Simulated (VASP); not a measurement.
Band structure of TiGe$_{2}$ (space group I4/mmm). Level of theory: PBE GGA, VASP's PBE PAW potentials (set 64) (plane waves; VASP).

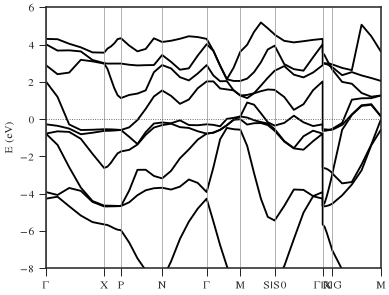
Figure. Bands along high-symmetry lines, zero at the valence-band maximum or, without a gap, the Fermi level

### Question
Read the plot: is there a gap, and where are the band edges?

### Answer
It has no gap at this level: it comes out as a metal or semimetal.

The structure was generated: TiGe2 was put into an ordered model structure, which need not be its known phase. The cell was not relaxed at this level. The k-mesh is coarse (spacing up to 0.33 per Å, 2π included), so the numbers may not be converged in it.
